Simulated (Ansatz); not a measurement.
# Lu2AsP (ordered alloy on rocksalt lattice): testing the settings of Wannier runs

Which of these Wannier inputs for Lu2AsP (ordered alloy on rocksalt lattice) end well? Each is run as it stands.

Method: plane waves, PAW; the settings change from run to run, as each input shows, in Ansatz 0.2.0.

3 further runs of the same task are left out: 3 that didn't finish. Runs told in other sessions of the task aren't counted.

## 1. The system as given

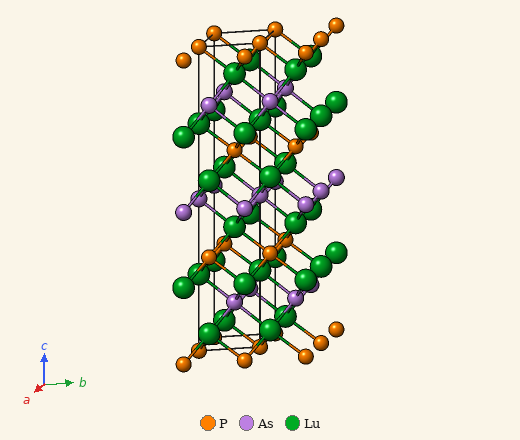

The starting structure, seen slightly off an axis (phosphorus orange, arsenic purple, lutetium green). 2×2×1 cells are drawn. Atoms on the faces are drawn again on the opposite ones. The cell drawn here is the conventional one.

Structure file:

```cif
data_structure
_symmetry_space_group_name_H-M 'R-3m:H'
_symmetry_Int_Tables_number 166
_cell_length_a 3.9580
_cell_length_b 3.9580
_cell_length_c 19.3929
_cell_angle_alpha 90.000
_cell_angle_beta 90.000
_cell_angle_gamma 120.000
_cell_volume 263.10
loop_
_atom_site_label
_atom_site_type_symbol
_atom_site_symmetry_multiplicity
_atom_site_Wyckoff_symbol
_atom_site_fract_x
_atom_site_fract_y
_atom_site_fract_z
_atom_site_occupancy
P1 P 3 a 0.00000 0.00000 0.00000 1
As1 As 3 b 0.66667 0.33333 0.83333 1
Lu1 Lu 6 c 0.33333 0.66667 0.91884 1
```

The cell was relaxed beforehand with r2SCAN; those runs aren't shown. No run includes spin-orbit coupling, which matters for Lu.

## 2. Run 1

The input, input.yaml:

```yaml
crystal:
  lattice:
    - [1.9790096187, 1.1425817361, 6.464286171]
    - [-1.9790096187, 1.1425817361, 6.464286171]
    - [0.0, -2.2851634722, 6.464286171]
  atoms:
    - { symbol: P, position: [1.0, 0.0, 0.0] }
    - { symbol: As, position: [0.5, 0.5, 0.5] }
    - { symbol: Lu, position: [0.2521726356, 0.2521726356, 0.2521726356] }
    - { symbol: Lu, position: [0.7478273644, 0.7478273644, 0.7478273644] }
kpoints:
  mp_grid: { grid: [6, 6, 6] }
  band_path:
    path:
      - [[0.0, 0.0, 0.0], [0.5, 0.5, 0.5], [0.8125055933182, 0.1874944066818, 0.5]]
      - [[0.5, -0.1874944066818, 0.1874944066818], [0.5, -9.379137119558e-17, 1.222711818654e-17], [0.0, 0.0, 0.0], [0.3437472033409, -0.3437472033409, -2.778287467585e-18]]
      - [[0.6562527966591, -1.169037494697e-16, 0.3437472033409], [0.5, -1.875827423912e-16, 0.5], [0.0, 0.0, 0.0]]
    npoints: 10
hamiltonian:
  xc: pbe
scf:
  occupations: { method: fermi_dirac, width: 0.02 }
  n_extra_bands: 6
output:
  forces: false
  stress: false
  eigenvalues: true
  wannier:
    kmesh: [6, 6, 6]
    projections:
      - { species: P, l: s, shell: 3 }
      - { species: P, l: p, shell: 3 }
      - { species: As, l: s, shell: 4 }
      - { species: As, l: p, shell: 4 }
    minimise: true
    write_hr: true
    conv_tol: 1.0e-08
    max_iter: 3000
```

Started as:

```bash
> ansatz run input.yaml --threads 4 --pin off --max-ram 3686MiB --backend cpu --events-out ev --progress --plain --runs-dir out
```

Output (excerpt; [...] marks lines left out):

```text
Warning: RAYON_NUM_THREADS=4 ignored (pool sized by the plan → 4); use --threads N
[...]
Lu: projections on atomic orbitals take those of the free atom [Kr 4d10] 4f14 5s2 5p6 5d1 6s2, of charge +0.00 (hamiltonian.pseudopotentials.projection_atoms); the dataset's partial waves leave at most 5.1e-5 of an orbital's norm unspanned inside its sphere
scf.n_extra_bands = 6 over 35 filled bands (N_el = 70.0): the run solves 41 bands
[...]
Pseudopotentials: kind: paw
Pseudopotential: P, paw, valence charge 5, recommended cutoff 420 eV (normal), P.paw.azcp
Pseudopotential: As, paw, valence charge 15, recommended cutoff 420 eV (normal), As.paw.azcp
Pseudopotential: Lu, paw, valence charge 25, recommended cutoff 420 eV (normal), Lu.paw.azcp
Functional definition: PBE
[...]
Crystal: 4 atoms, lattice volume = 87.701 Å³
Basis set: ecut = 420 eV, 1731 PW (Γ), FFT grids on a1−a3, a2−a3, a3
Bands: 41, of which v1, the nominal top of the filled ones, is band 35 counted from 1 (34 counted from 0)
Symmetry: 12 space group operations
Space group: R-3m (ITA 166), of the structure as read, at distance tolerance 4.4e-5 Å
k-points: 32 of 216
[...]
SCF iter   1: F=—  HF=-35082.669985 eV  |F-HF|=—  |Δ(HF+E_count)|=         —  Δρ=9.43e-4  dr2=1.24e-3  ethr=1.77e-3  ⟨swp⟩=6.3  Hψ=5773  notcnv=0  defer=2
[...]
SCF iter   7: F=-35082.666553 eV  HF=-35082.666553 eV  |F-HF|=7.26e-9  |Δ(HF+E_count)|=   5.02e-8  Δρ=5.67e-6  dr2=2.20e-8  ethr=1.43e-10  ⟨swp⟩=9.2  Hψ=5950  notcnv=0
[...]
NSCF: frozen V_eff on 73 k-points
NSCF: frozen V_eff on 35 k-points
WARN: eigensolver did not converge in 13 slots of this pass, the one above among them; of largest residual over every band (k=30): 1 band(s) unlocked (lowest unlocked band 40, counted from 0; max residual 3.80e-2 eV among the unlocked bands, 3.80e-2 eV over every band); of lowest unlocked [...]
the Wannier pass solved 35 of the 216 points of its mesh, and has the states at the others by symmetry: states obtained by the crystal's operations at points that were solved too leave a residual of 8.56e-13 eV (read by the count's bands and the next), within 8.33e-6 eV
SCF converged after 7 iterations
Free energy (F): -35082.666553 eV
[...]
E sigma→0 (E₀):  -35082.666186 eV
Entropy (-TS):   -0.000734 eV (-0.183 meV/atom)
Fermi energy:    12.951052 eV
[...]
--- Band table (eV; the first three rows and the last of 32) ---
[...]
Wannier search: line search 1 of at most 3000: gauge-dependent spread (as the search counts it) 5.9698159 Å², largest recent change 4.7e-1 Å² and fall left 5.2e-4 Å² against conv_tol 1.0e-8 Å², 0 stops escaped
```

Run time: 6.7 s. Hardware: 4 threads of Arm Neoverse V2, shared host; peak memory 0.59 GiB.

The run ended, but the log doubts its result. The cause: the eigensolver left some bands unconverged. The analysis is set aside.

## 3. Run 2

Edit input.yaml of step 2 so:

```diff
@@ -28,3 +28,3 @@
   wannier:
-    kmesh: [6, 6, 6]
+    kmesh: [4, 4, 4]
     projections:
```

Started as:

```bash
> ansatz run input.yaml --threads 4 --pin off --max-ram 3686MiB --backend cpu --events-out ev --progress --plain --runs-dir out
```

Output (excerpt; [...] marks lines left out):

```text
Warning: RAYON_NUM_THREADS=4 ignored (pool sized by the plan → 4); use --threads N
[...]
Lu: projections on atomic orbitals take those of the free atom [Kr 4d10] 4f14 5s2 5p6 5d1 6s2, of charge +0.00 (hamiltonian.pseudopotentials.projection_atoms); the dataset's partial waves leave at most 5.1e-5 of an orbital's norm unspanned inside its sphere
scf.n_extra_bands = 6 over 35 filled bands (N_el = 70.0): the run solves 41 bands
[...]
[... 5 set-up lines as earlier in the session ...]
[...]
Crystal: 4 atoms, lattice volume = 87.701 Å³
Basis set: ecut = 420 eV, 1731 PW (Γ), FFT grids on a1−a3, a2−a3, a3
Bands: 41, of which v1, the nominal top of the filled ones, is band 35 counted from 1 (34 counted from 0)
[... 1 set-up line as earlier in the session ...]
[...]
SCF iter   7: F=-35082.666553 eV  HF=-35082.666553 eV  |F-HF|=7.26e-9  |Δ(HF+E_count)|=   5.02e-8  Δρ=5.67e-6  dr2=2.20e-8  ethr=1.43e-10  ⟨swp⟩=9.2  Hψ=5950  notcnv=0
[...]
NSCF: frozen V_eff on 73 k-points
NSCF: frozen V_eff on 16 k-points
WARN: eigensolver did not converge in 7 slots of this pass, the one above among them; of largest residual over every band (k=7): 2 band(s) unlocked (lowest unlocked band 39, counted from 0; max residual 2.28e-4 eV among the unlocked bands, 2.28e-4 eV over every band); of lowest unlocked [...]
the Wannier pass solved 16 of the 64 points of its mesh, and has the states at the others by symmetry: states obtained by the crystal's operations at points that were solved too leave a residual of 8.00e-13 eV (read by the count's bands and the next), within 8.33e-6 eV
SCF converged after 7 iterations
Free energy (F): -35082.666553 eV
[...]
E sigma→0 (E₀):  -35082.666186 eV
Entropy (-TS):   -0.000734 eV (-0.183 meV/atom)
Fermi energy:    12.951052 eV
[...]
--- Band table (eV; the first three rows and the last of 32) ---
[...]
Wannier search: line search 1 of at most 3000: gauge-dependent spread (as the search counts it) 5.5305719 Å², largest recent change 3.5e-1 Å² and fall left 8.5e-4 Å² against conv_tol 1.0e-8 Å², 0 stops escaped
```

Run time: 4.7 s. Hardware: 4 threads of Arm Neoverse V2, shared host; peak memory 0.45 GiB.

The run ended, but the log doubts its result. The cause: the eigensolver left some bands unconverged. The analysis is set aside.

## 4. Run 3

Edit input.yaml of step 3 so:

```diff
@@ -28,3 +28,3 @@
   wannier:
-    kmesh: [4, 4, 4]
+    kmesh: [8, 8, 8]
     projections:
@@ -38 +38,5 @@
     max_iter: 3000
+  write_density: true
+  write_potential: true
+  elf: true
+  volumetric_format: npy
```

Started as:

```bash
> ansatz run input.yaml --threads 4 --pin off --max-ram 3686MiB --backend cpu --events-out ev --progress --plain --runs-dir out
```

Output (excerpt; [...] marks lines left out):

```text
Warning: RAYON_NUM_THREADS=4 ignored (pool sized by the plan → 4); use --threads N
[...]
Lu: projections on atomic orbitals take those of the free atom [Kr 4d10] 4f14 5s2 5p6 5d1 6s2, of charge +0.00 (hamiltonian.pseudopotentials.projection_atoms); the dataset's partial waves leave at most 5.1e-5 of an orbital's norm unspanned inside its sphere
scf.n_extra_bands = 6 over 35 filled bands (N_el = 70.0): the run solves 41 bands
[...]
[... 5 set-up lines as earlier in the session ...]
[...]
Crystal: 4 atoms, lattice volume = 87.701 Å³
Basis set: ecut = 420 eV, 1731 PW (Γ), FFT grids on a1−a2, a2, −a2+a3
Bands: 41, of which v1, the nominal top of the filled ones, is band 35 counted from 1 (34 counted from 0)
[... 2 set-up lines as earlier in the session ...]
k-points: 32 of 216
[...]
NSCF: frozen V_eff on 73 k-points
NSCF: frozen V_eff on 68 k-points
WARN: eigensolver did not converge in 29 slots of this pass, the one above among them; of largest residual over every band (k=31): 2 band(s) unlocked (lowest unlocked band 39, counted from 0; max residual 1.97e-3 eV among the unlocked bands, 1.97e-3 eV over every band); of lowest unlocked [...]
the Wannier pass solved 68 of the 512 points of its mesh, and has the states at the others by symmetry: states obtained by the crystal's operations at points that were solved too leave a residual of 8.52e-13 eV (read by the count's bands and the next), within 8.33e-6 eV
SCF converged after 7 iterations
Free energy (F): -35082.666553 eV
[...]
E sigma→0 (E₀):  -35082.666186 eV
Entropy (-TS):   -0.000734 eV (-0.183 meV/atom)
Fermi energy:    12.951051 eV
[...]
--- Band table (eV; the first three rows and the last of 32) ---
[...]
Wannier search: line search 1 of at most 3000: gauge-dependent spread (as the search counts it) 6.2250960 Å², largest recent change 5.3e-1 Å² and fall left 3.4e-4 Å² against conv_tol 1.0e-8 Å², 0 stops escaped
WARN: <dir> 60 periodic images of 54 elements of H(R) lie 4.88e-4 to 1.95e-3 Å beyond their element's nearest image, near the 9.77e-4 Å window within which an element is shared among its images; whether they share it moves the interpolated H(k) by 1.4e-3 eV (Frobenius norm, root mean [...]
```

Wall time 11 s (4 threads of Arm Neoverse V2, shared host); peak memory 0.98 GiB.

The run ended, but the log doubts its result. The cause: the eigensolver left some bands unconverged. The analysis is set aside.

## 5. Run 4

Edit input.yaml of step 4 so:

```diff
@@ -28,8 +28,4 @@
   wannier:
-    kmesh: [8, 8, 8]
-    projections:
-      - { species: P, l: s, shell: 3 }
-      - { species: P, l: p, shell: 3 }
-      - { species: As, l: s, shell: 4 }
-      - { species: As, l: p, shell: 4 }
+    kmesh: [6, 6, 6]
+    projections: [{ species: P, l: p, shell: 3 }, { species: As, l: p, shell: 4 }]
     minimise: true
@@ -38,5 +34 @@
     max_iter: 3000
-  write_density: true
-  write_potential: true
-  elf: true
-  volumetric_format: npy
```

Started as:

```bash
> ansatz run input.yaml --threads 4 --pin off --max-ram 3686MiB --backend cpu --events-out ev --progress --plain --runs-dir out
```

Output (excerpt; [...] marks lines left out):

```text
Warning: RAYON_NUM_THREADS=4 ignored (pool sized by the plan → 4); use --threads N
[...]
Lu: projections on atomic orbitals take those of the free atom [Kr 4d10] 4f14 5s2 5p6 5d1 6s2, of charge +0.00 (hamiltonian.pseudopotentials.projection_atoms); the dataset's partial waves leave at most 5.1e-5 of an orbital's norm unspanned inside its sphere
scf.n_extra_bands = 6 over 35 filled bands (N_el = 70.0): the run solves 41 bands
[...]
[... 5 set-up lines as earlier in the session ...]
[...]
Crystal: 4 atoms, lattice volume = 87.701 Å³
Basis set: ecut = 420 eV, 1731 PW (Γ), FFT grids on a1−a3, a2−a3, a3
Bands: 41, of which v1, the nominal top of the filled ones, is band 35 counted from 1 (34 counted from 0)
[... 1 set-up line as earlier in the session ...]
[...]
SCF iter   7: F=-35082.666553 eV  HF=-35082.666553 eV  |F-HF|=7.26e-9  |Δ(HF+E_count)|=   5.02e-8  Δρ=5.67e-6  dr2=2.20e-8  ethr=1.43e-10  ⟨swp⟩=9.2  Hψ=5950  notcnv=0
[...]
NSCF: frozen V_eff on 73 k-points
NSCF: frozen V_eff on 35 k-points
WARN: eigensolver did not converge in 13 slots of this pass, the one above among them; of largest residual over every band (k=30): 1 band(s) unlocked (lowest unlocked band 40, counted from 0; max residual 3.80e-2 eV among the unlocked bands, 3.80e-2 eV over every band); of lowest unlocked [...]
the Wannier pass solved 35 of the 216 points of its mesh, and has the states at the others by symmetry: states obtained by the crystal's operations at points that were solved too leave a residual of 8.56e-13 eV (read by the count's bands and the next), within 8.33e-6 eV
SCF converged after 7 iterations
Free energy (F): -35082.666553 eV
[...]
E sigma→0 (E₀):  -35082.666186 eV
Entropy (-TS):   -0.000734 eV (-0.183 meV/atom)
Fermi energy:    12.951052 eV
[...]
--- Band table (eV; the first three rows and the last of 32) ---
[...]
Wannier search: line search 1 of at most 3000: gauge-dependent spread (as the search counts it) 1.0211288 Å², largest recent change 1.7e-2 Å² and fall left 1.6e-5 Å² against conv_tol 1.0e-8 Å², 0 stops escaped
```

Wall time 6.5 s (4 threads of Arm Neoverse V2, shared host); peak memory 0.58 GiB.

The run ended, but the log doubts its result. The cause: the eigensolver left some bands unconverged. The analysis is set aside.

## 6. Run 5

Edit input.yaml of step 5 so:

```diff
@@ -29,3 +29,6 @@
     kmesh: [6, 6, 6]
-    projections: [{ species: P, l: p, shell: 3 }, { species: As, l: p, shell: 4 }]
+    projections:
+      - { species: Lu, l: d, shell: 5 }
+      - { species: P, l: p, shell: 3 }
+      - { species: As, l: p, shell: 4 }
     minimise: true
```

Started as:

```bash
> ansatz run input.yaml --threads 4 --pin off --max-ram 3686MiB --backend cpu --events-out ev --progress --plain --runs-dir out
```

Output (excerpt; [...] marks lines left out):

```text
Warning: RAYON_NUM_THREADS=4 ignored (pool sized by the plan → 4); use --threads N
[...]
Lu: projections on atomic orbitals take those of the free atom [Kr 4d10] 4f14 5s2 5p6 5d1 6s2, of charge +0.00 (hamiltonian.pseudopotentials.projection_atoms); the dataset's partial waves leave at most 5.1e-5 of an orbital's norm unspanned inside its sphere
scf.n_extra_bands = 6 over 35 filled bands (N_el = 70.0): the run solves 41 bands
[...]
[... 5 set-up lines as earlier in the session ...]
[...]
Crystal: 4 atoms, lattice volume = 87.701 Å³
Basis set: ecut = 420 eV, 1731 PW (Γ), FFT grids on a1−a3, a2−a3, a3
Bands: 41, of which v1, the nominal top of the filled ones, is band 35 counted from 1 (34 counted from 0)
[... 2 set-up lines as earlier in the session ...]
k-points: 32 of 216
[...]
WARN: eigensolver did not converge in 13 slots of this pass, the one above among them; of largest residual over every band (k=30): 1 band(s) unlocked (lowest unlocked band 40, counted from 0; max residual 3.80e-2 eV among the unlocked bands, 3.80e-2 eV over every band); of lowest unlocked [...]
NSCF: frozen V_eff on 35 k-points
the Wannier pass solved 35 of the 216 points of its mesh, and has the states at the others by symmetry: states obtained by the crystal's operations at points that were solved too leave a residual of 1.04e-12 eV (read by the count's bands and the next), within 8.33e-6 eV
SCF converged after 7 iterations
Free energy (F): -35082.666553 eV
[...]
E sigma→0 (E₀):  -35082.666186 eV
Entropy (-TS):   -0.000734 eV (-0.183 meV/atom)
Fermi energy:    12.951052 eV
[...]
--- Band table (eV; the first three rows and the last of 32) ---
[...]
Wannier search: line search 1 of at most 3000: gauge-dependent spread (as the search counts it) 7.0011759 Å², largest recent change 1.7e0 Å² and fall left 5.4e-3 Å² against conv_tol 1.0e-8 Å², 0 stops escaped
Wannier search: line search 100 of at most 3000: gauge-dependent spread (as the search counts it) 6.7086545 Å², largest recent change 2.2e-7 Å² and fall left 2.3e-8 Å² against conv_tol 1.0e-8 Å², 2 stops escaped
WARN: <dir> 878 periodic images of 870 elements of H(R) lie 4.88e-4 to 1.95e-3 Å beyond their element's nearest image, near the 9.77e-4 Å window within which an element is shared among its images; whether they share it moves the interpolated H(k) by 1.0e-1 eV (Frobenius norm, root mean [...]
```

It took 13 s on 4 threads of Arm Neoverse V2, shared host; peak memory 0.73 GiB.

The run ended, but the log doubts its result. The cause: the eigensolver left some bands unconverged. The analysis is set aside.

## 7. Summary

```tsv
run	settings	ended	fault	time
1	PBE, 8 functions, 6×6×6	ended with warnings	the eigensolver left some bands unconverged	6.7 s
2	PBE, 8 functions, 4×4×4	ended with warnings	the eigensolver left some bands unconverged	4.7 s
3	PBE, 8 functions, 8×8×8	ended with warnings	the eigensolver left some bands unconverged	11 s
4	PBE, 6 functions, 6×6×6	ended with warnings	the eigensolver left some bands unconverged	6.5 s
5	PBE, 16 functions, 6×6×6	ended with warnings	the eigensolver left some bands unconverged	13 s
```

In words: 5 ended with warnings. No run passed without a fault or warning, so no result is quoted.
